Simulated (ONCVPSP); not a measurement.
**Run report: Bi, pseudopotential generation**

Bismuth (Bi, Z = 83), core [Kr] 4d10 4f14, reference valence 5s2 5p6 5d10 6s2 6p3, valence charge 23. Computed at this level: ONCV potential, PBEsol, scalar-relativistic, made with ONCVPSP 4.0.1.

### Summary

- outcome: generated
- cutoffs needed: 34 Ha and 41 Ha (the cutoffs at which the residual kinetic energy of the hardest occupied pseudo-wave falls to 1 and 0.1 mHa per electron)
- ghost test: no bound ghost flagged; no localised positive-energy state flagged
- largest excitation error: -22 meV (all-electron minus pseudo) for 5s2 5p6 5d10 6s2 6p0, out of 4 test configurations
- rms error of d²Exc/dni dnj: 5.00 mHa without and 1.22 mHa with the model core
- range over which the phases arctan(r R′/R) at the test radius agree within 0.05 rad (a looser test near the poles than one of phase shifts): s: over the whole range computed; p: over the whole range computed; d: over the whole range computed; f: not judged, local potential alone
- hardware: 1 CPU thread, shared host
- wall time: 6.2 s

### The input
```
# ATOM AND REFERENCE CONFIGURATION
# atsym  z   nc   nv     iexc    psfile
  Bi 83.00   10    5  -116133      upf
#
#   n    l    f
    1    0    2.00
    2    0    2.00
    2    1    6.00
    3    0    2.00
    3    1    6.00
    3    2   10.00
    4    0    2.00
    4    1    6.00
    4    2   10.00
    4    3   14.00
    5    0    2.00
    5    1    6.00
    5    2   10.00
    6    0    2.00
    6    1    3.00
#
# PSEUDOPOTENTIAL AND OPTIMIZATION
# lmax
    2
#
#   l,   rc,      ep,       ncon, nbas, qcut
    0    1.40    0.00    3    7    9.80
    1    1.40    0.00    4    7    9.90
    2    2.00    0.00    4    9    8.30
#
# LOCAL POTENTIAL
# lloc, lpopt,  rc(5),   dvloc0
    4    2    1.10    3.00
#
# VANDERBILT-KLEINMAN-BYLANDER PROJECTORs
# l, nproj, debl
    0    2    1.60
    1    2    2.50
    2    2    3.10
#
# MODEL CORE CHARGE
# icmod, fcfact, rcfact
    3    1.50    1.55
#
# LOG DERIVATIVE ANALYSIS
# epsh1, epsh2, depsh
   -7.00    5.00    0.04
#
# OUTPUT GRID
# rlmax, drl
    6.00    0.01
#
# TEST CONFIGURATIONS
# ncnf
    4
# nvcnf
#   n    l    f
    5
    5    0    2.00
    5    1    6.00
    5    2   10.00
    6    0    2.00
    6    1    2.00
#
    5
    5    0    2.00
    5    1    6.00
    5    2   10.00
    6    0    2.00
    6    1    1.00
#
    5
    5    0    2.00
    5    1    6.00
    5    2   10.00
    6    0    2.00
    6    1    0.00
#
    5
    5    0    2.00
    5    1    6.00
    5    2   10.00
    6    0    0.00
    6    1    5.00
#
```

Command:
```bash
oncvpsp.x < Bi.dat > Bi.out
```

### Output (extracts)
```
ONCVPSP  (Optimized Norm-Conservinng Vanderbilt PSeudopotential)
scalar-relativistic version 4.0.1

#   n    l    f        energy (Ha)
    1    0    2.00    -3.3316169E+03
    2    0    2.00    -5.9860588E+02
    2    1    6.00    -5.1199663E+02
    3    0    2.00    -1.4448936E+02
    3    1    6.00    -1.1975415E+02
    3    2   10.00    -9.4935187E+01
    4    0    2.00    -3.3150641E+01
    4    1    6.00    -2.5047887E+01
    4    2   10.00    -1.5797426E+01
    4    3   14.00    -5.6091664E+00
    5    0    2.00    -5.7992959E+00
    5    1    6.00    -3.5214776E+00
    5    2   10.00    -9.9446103E-01
    6    0    2.00    -5.3415913E-01
    6    1    3.00    -1.6895582E-01

Reference configufation results
  iterations    22
  all-electron total energy (Ha)   -2.15250694D+04

Begin loop to  construct optimized pseudo wave functions
and semi-local pseudopoentials for all angular momenta

Calculating optimized projector #   1

 for l=   0

    Fraction of norm inside rc  0.970664
    Optimizing pswf for qcut=   9.79 a_B^-1,  ecut=  47.89 Ha
    Residual kinetic energy error=  9.46D-07 Ha

    Energy error per electron        Cutoff
         Ha          eV             Ha
         0.01000     0.27211       26.61
         0.00100     0.02721       33.49
         0.00010     0.00272       38.75
         0.00001     0.00027       42.87

Calculating optimized projector #   2

 for l=   0

    Fraction of norm inside rc  0.116828
    Optimizing pswf for qcut=   9.79 a_B^-1,  ecut=  47.89 Ha
    Residual kinetic energy error=  8.85D-07 Ha

    Energy error per electron        Cutoff
         Ha          eV             Ha
         0.01000     0.27211       24.57
         0.00100     0.02721       32.78
         0.00010     0.00272       38.73
         0.00001     0.00027       43.23

Calculating optimized projector #   1

 for l=   1

    Fraction of norm inside rc  0.915357
    Optimizing pswf for qcut=   9.91 a_B^-1,  ecut=  49.07 Ha
    Residual kinetic energy error=  2.32D-06 Ha

    Energy error per electron        Cutoff
         Ha          eV             Ha
         0.01000     0.27211       22.47
         0.00100     0.02721       34.21
         0.00010     0.00272       40.69
         0.00001     0.00027       45.98

Calculating optimized projector #   2

 for l=   1

    Fraction of norm inside rc  0.039854
    Optimizing pswf for qcut=   9.91 a_B^-1,  ecut=  49.07 Ha
    Residual kinetic energy error=  2.64D-06 Ha

    Energy error per electron        Cutoff
         Ha          eV             Ha
         0.01000     0.27211       12.09
         0.00100     0.02721       29.51
         0.00010     0.00272       39.07
         0.00001     0.00027       45.70

   Wellstate for l =  2  n =  7
     eigenvalue =   2.1055
     asymptotic potential =   2.6055
     half-point radius =  3.5587

Calculating optimized projector #   1

 for l=   2

    Fraction of norm inside rc  0.932332
    Optimizing pswf for qcut=   8.29 a_B^-1,  ecut=  34.40 Ha
    Residual kinetic energy error=  1.57D-07 Ha

    Energy error per electron        Cutoff
         Ha          eV             Ha
         0.01000     0.27211       19.31
         0.00100     0.02721       23.73
         0.00010     0.00272       27.29
         0.00001     0.00027       30.02

Calculating optimized projector #   2

 for l=   2

    Fraction of norm inside rc  0.189299
    Optimizing pswf for qcut=   8.29 a_B^-1,  ecut=  34.40 Ha
    Residual kinetic energy error=  7.22D-07 Ha

    Energy error per electron        Cutoff
         Ha          eV             Ha
         0.01000     0.27211       19.08
         0.00100     0.02721       24.06
         0.00010     0.00272       28.15
         0.00001     0.00027       31.18

Construct Vanderbilt / Kleinmman-Bylander projectors

B matrix Hermiticity error, ll=   0
   1   2    1.4396E-03

  Orthonormal projector coefficients  8.5490E+00 -9.2588E-01

B matrix Hermiticity error, ll=   1
   1   2    5.5472E-04

  Orthonormal projector coefficients  3.9240E+00 -4.8878E-01

B matrix Hermiticity error, ll=   2
   1   2   -4.8323E-04

  Orthonormal projector coefficients -7.6894E-01 -5.2510E-01

Model core correction analysis
  based on d2Exc/dn_idn_j

d2excae - all-electron derivatives

   -3.063315D-02   -2.658834D-02   -1.663657D-02   -2.483050D-03
   -1.269037D-03
   -2.658840D-02   -2.592127D-02   -1.933439D-02   -3.351535D-03
   -1.341228D-03
   -1.663666D-02   -1.933443D-02   -1.985159D-02   -8.700895D-03
   -3.499924D-03
   -2.483052D-03   -3.351467D-03   -8.700507D-03   -2.218963D-02
   -1.655471D-02
   -1.269055D-03   -1.341228D-03   -3.499782D-03   -1.655396D-02
   -2.098872D-02

d2excps - pseudofunction derivatives with no core correction

   -4.859774D-02   -3.663160D-02   -2.006599D-02   -4.722596D-03
   -2.047323D-03
   -3.663270D-02   -3.259390D-02   -2.204173D-02   -4.531201D-03
   -1.854373D-03
   -2.006636D-02   -2.204186D-02   -2.159254D-02   -9.107096D-03
   -3.689884D-03
   -4.723132D-03   -4.531176D-03   -9.106711D-03   -2.245475D-02
   -1.664822D-02
   -2.047463D-03   -1.854396D-03   -3.689742D-03   -1.664747D-02
   -2.102756D-02

rms 2nd derivative error    5.001066E-03

rmatch, rhocmatch    0.7014   31.6350

Teter function model core charge with specified parameters

d2excps - pseudofunction derivatives with core correction

   -3.513062D-02   -2.907108D-02   -1.718777D-02   -3.272609D-03
   -1.531615D-03
   -2.907120D-02   -2.723496D-02   -1.967308D-02   -3.844232D-03
   -1.521036D-03
   -1.718787D-02   -1.967310D-02   -2.037545D-02   -8.919550D-03
   -3.565802D-03
   -3.272634D-03   -3.844171D-03   -8.919168D-03   -2.228623D-02
   -1.659634D-02
   -1.531639D-03   -1.521038D-03   -3.565659D-03   -1.659559D-02
   -2.100446D-02

rms 2nd derivative error    1.223848E-03

Pseudoatom total energy -215.984695

Diagnostic tests using Vanderbilt-Kleinman-Bylander pseudopotentials
  1 or more projectors used as specified by nproj input data

   l    rcore       rmatch      e in        delta e   norm test  slope test

   0   1.4038480   1.4464718  -5.7992959   0.0000076   1.0004515   1.0004227
   0   1.4038480   1.4464718  -0.5341591   0.0000159   1.0000680   1.0000402

   1   1.4038480   1.4464718  -3.5214776  -0.0000009   1.0003130   1.0003204
   1   1.4038480   1.4464718  -0.1689558   0.0000120   1.0000867   1.0000762

   2   2.0100133   2.0710416  -0.9944610  -0.0000114   1.0002099   1.0002120
   2   2.0100133   2.0710416   2.1055390   0.0000305   1.0001492   1.0001492

 Testing for bound ghosts
   n   l    E NL Schr. Eq   E Basis Diag.   E Cutoff

   1   0       -5.799288       -5.799281     97.05
   2   0       -0.534143       -0.505346     97.05

   2   1       -3.521479       -3.521473    113.79
   3   1       -0.168944       -0.049908    113.79

   3   2       -0.994472       -0.994466    110.17

 Testing for highly-localized positive-energy ghosts
       l    <radius>/rc     E Basis Diag.   E Cutoff

Test configuration 0

   n   l     f        eae           eps        diff
   1   0  2.0000-3331.61690414
   2   0  2.0000 -598.60587551
   2   1  6.0000 -511.99662820
   3   0  2.0000 -144.48936156
   3   1  6.0000 -119.75414795
   3   2 10.0000  -94.93518686
   4   0  2.0000  -33.15064061
   4   1  6.0000  -25.04788660
   4   2 10.0000  -15.79742562
   4   3 14.0000   -5.60916644
   5   0  2.0000   -5.79929586   -5.79928821    7.64D-06
   5   1  6.0000   -3.52147764   -3.52147853   -8.94D-07
   5   2 10.0000   -0.99446103   -0.99447242   -1.14D-05
   6   0  2.0000   -0.53415913   -0.53414320    1.59D-05
   6   1  3.0000   -0.16895582   -0.16894386    1.20D-05

    Total energies and differences
      AE_ref= -2.15250694D+04  AE_tst= -2.15250694D+04  dif=  0.00D+00
      PS_ref= -2.15984695D+02  PS_tst= -2.15984695D+02  dif= -2.22D-12
      PSP excitation error=  2.22D-12

Test configuration 1

   n   l     f        eae           eps        diff
   1   0  2.0000-3331.91895072
   2   0  2.0000 -598.90697890
   2   1  6.0000 -512.29781072
   3   0  2.0000 -144.79019476
   3   1  6.0000 -120.05498908
   3   2 10.0000  -95.23599539
   4   0  2.0000  -33.45131322
   4   1  6.0000  -25.34854047
   4   2 10.0000  -16.09804237
   4   3 14.0000   -5.90974005
   5   0  2.0000   -6.09938005   -6.09962951   -2.49D-04
   5   1  6.0000   -3.82151493   -3.82164707   -1.32D-04
   5   2 10.0000   -1.29322363   -1.29324216   -1.85D-05
   6   0  2.0000   -0.81563214   -0.81561992    1.22D-05
   6   1  2.0000   -0.42198833   -0.42197392    1.44D-05

    Total energies and differences
      AE_ref= -2.15250694D+04  AE_tst= -2.15247773D+04  dif=  2.92D-01
      PS_ref= -2.15984695D+02  PS_tst= -2.15692441D+02  dif=  2.92D-01
      PSP excitation error= -1.20D-04

Test configuration 2

   n   l     f        eae           eps        diff
   1   0  2.0000-3332.27027409
   2   0  2.0000 -599.25642214
   2   1  6.0000 -512.64740285
   3   0  2.0000 -145.13905585
   3   1  6.0000 -120.40386336
   3   2 10.0000  -95.58481581
   4   0  2.0000  -33.79978639
   4   1  6.0000  -25.69696432
   4   2 10.0000  -16.44638198
   4   3 14.0000   -6.25797960
   5   0  2.0000   -6.44639919   -6.44722089   -8.22D-04
   5   1  6.0000   -4.16826045   -4.16867965   -4.19D-04
   5   2 10.0000   -1.63715157   -1.63718062   -2.91D-05
   6   0  2.0000   -1.13214685   -1.13216661   -1.98D-05
   6   1  1.0000   -0.70677076   -0.70676861    2.16D-06

    Total energies and differences
      AE_ref= -2.15250694D+04  AE_tst= -2.15242153D+04  dif=  8.54D-01
      PS_ref= -2.15984695D+02  PS_tst= -2.15130250D+02  dif=  8.54D-01
      PSP excitation error= -3.80D-04

Test configuration 3

   n   l     f        eae           eps        diff
   1   0  2.0000-3332.66089670
   2   0  2.0000 -599.64410967
   2   1  6.0000 -513.03531607
   3   0  2.0000 -145.52579822
   3   1  6.0000 -120.79062428
   3   2 10.0000  -95.97150161
   4   0  2.0000  -34.18586767
   4   1  6.0000  -26.08295911
   4   2 10.0000  -16.83223746
   4   3 14.0000   -6.64366871
   5   0  2.0000   -6.82999715   -6.83176355   -1.77D-03
   5   1  6.0000   -4.55126497   -4.55215896   -8.94D-04
   5   2 10.0000   -2.01545298   -2.01550435   -5.14D-05
   6   0  2.0000   -1.47316274   -1.47326424   -1.02D-04

    Total energies and differences
      AE_ref= -2.15250694D+04  AE_tst= -2.15233570D+04  dif=  1.71D+00
      PS_ref= -2.15984695D+02  PS_tst= -2.14271436D+02  dif=  1.71D+00
      PSP excitation error= -8.20D-04

Test configuration 4

   n   l     f        eae           eps        diff
   1   0  2.0000-3331.74517042
   2   0  2.0000 -598.73179763
   2   1  6.0000 -512.12232002
   3   0  2.0000 -144.61637526
   3   1  6.0000 -119.88112438
   3   2 10.0000  -95.06197276
   4   0  2.0000  -33.27800673
   4   1  6.0000  -25.17515036
   4   2 10.0000  -15.92452577
   4   3 14.0000   -5.73621474
   5   0  2.0000   -5.92530689   -5.92742396   -2.12D-03
   5   1  6.0000   -3.64633477   -3.64703478   -7.00D-04
   5   2 10.0000   -1.11026483   -1.11010220    1.63D-04
   6   1  5.0000   -0.21655846   -0.21656131   -2.85D-06

    Total energies and differences
      AE_ref= -2.15250694D+04  AE_tst= -2.15243133D+04  dif=  7.56D-01
      PS_ref= -2.15984695D+02  PS_tst= -2.15228266D+02  dif=  7.56D-01
      PSP excitation error= -3.28D-04
```

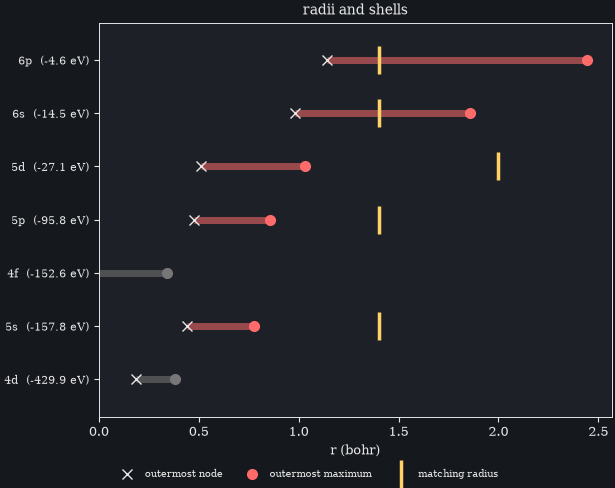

*Outer shells of the all-electron reference atom: each bar runs from the outermost node (or the nucleus) to the outermost maximum of u(r); the tick is the radius chosen for the pseudo-wave. Shells without a tick have no pseudo-wave of their own. Levels, nodes and maxima are from ld1.x, scalar-relativistic.*

- Radii against the shells: 5s: 1.40 bohr, outside the maximum; 5p: 1.40 bohr, outside the maximum; 5d: 2.00 bohr, outside the maximum; 6s: 1.40 bohr, between node and maximum; 6p: 1.40 bohr, between node and maximum.

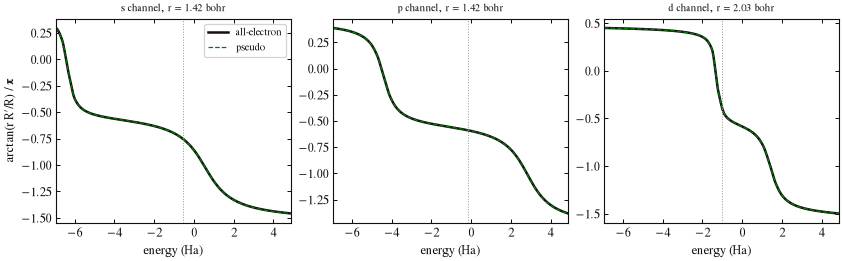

*Unwrapped phase arctan(r R′/R) in units of π against energy, all-electron (solid) and pseudo (dashed); the pseudo phase is matched to the all-electron one at the reference energy. Here R(r) is the radial function. The dotted line marks the reference energy of the channel. Not drawn: f: not judged.*

- Poles, where the radial function vanishes at the test radius: s: all-electron at -5.3 Ha, pseudo at -5.3 Ha; p: all-electron at -2.6 Ha, pseudo at -2.6 Ha; d: all-electron at -0.7 Ha, pseudo at -0.7 Ha.
- Range over which the phases agree within 0.05 rad: s: over the whole range drawn; p: over the whole range drawn; d: over the whole range drawn.

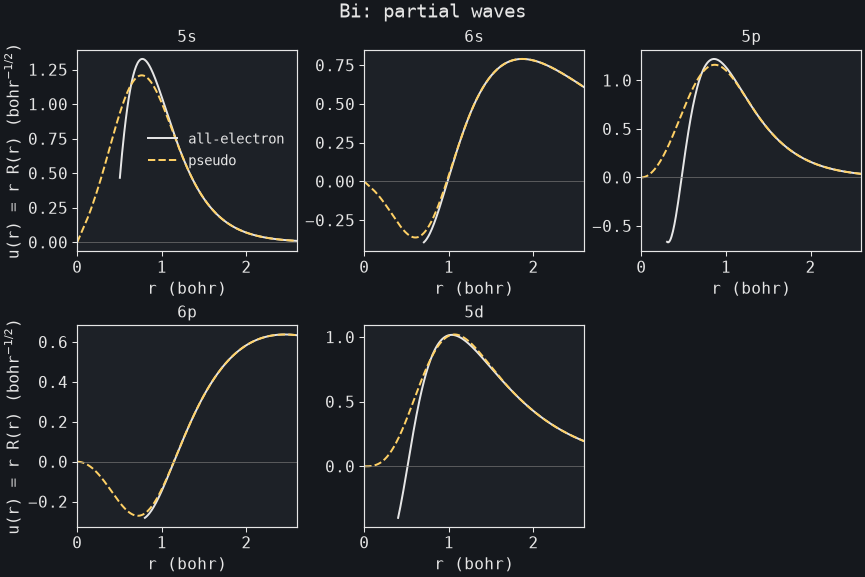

*Partial waves u(r) = r R(r), all-electron (solid) and pseudo (dashed). The innermost oscillations of some all-electron curves aren't drawn. Reference configuration 5s2 5p6 5d10 6s2 6p3.*

- Matching radii: 5s at 1.40 bohr; 6s at 1.40 bohr; 5p at 1.40 bohr; 6p at 1.40 bohr; 5d at 2.00 bohr. The curves merge smoothly, so the plot gives these only roughly.
- Nodes of the pseudo-waves: 5s has no node; 6s has a node at about 1.0 bohr; 5p has no node; 6p has a node at about 1.1 bohr; 5d has no node. A node in 6s and 6p is expected, since a lower shell of the same l is also in the valence and the two must stay orthogonal.

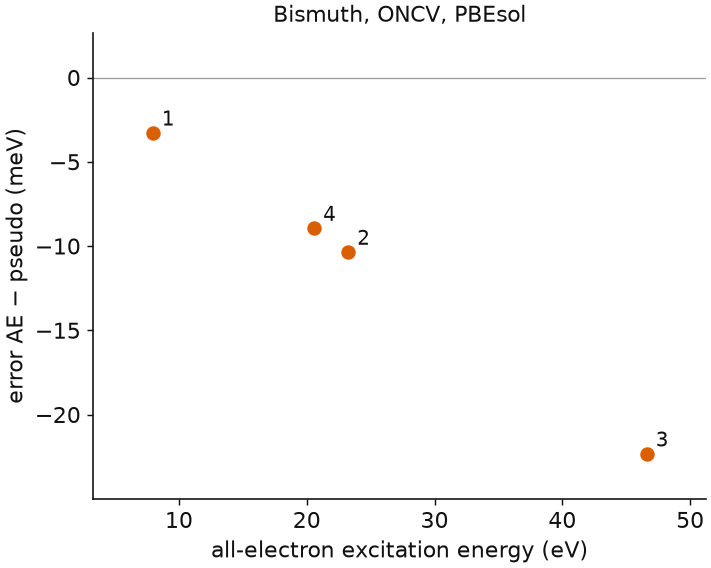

*Errors, all-electron minus pseudo, of the energies of valence configurations relative to the unpolarised reference 5s2 5p6 5d10 6s2 6p3. Points: 1 = 5s2 5p6 5d10 6s2 6p2; 2 = 5s2 5p6 5d10 6s2 6p1; 3 = 5s2 5p6 5d10 6s2 6p0; 4 = 5s2 5p6 5d10 6s0 6p5.*

- Worst configuration: 5s2 5p6 5d10 6s2 6p0 (charge +3): the error is -22 meV on an all-electron energy of +46.60 eV relative to the reference, or 0.048 %.
- Errors in meV: 5s2 5p6 5d10 6s2 6p2: -3.3; 5s2 5p6 5d10 6s2 6p1: -10; 5s2 5p6 5d10 6s2 6p0: -22; 5s2 5p6 5d10 6s0 6p5: -8.9.
- Configurations within 10 meV and within 50 meV: 2 and 4 of 4.
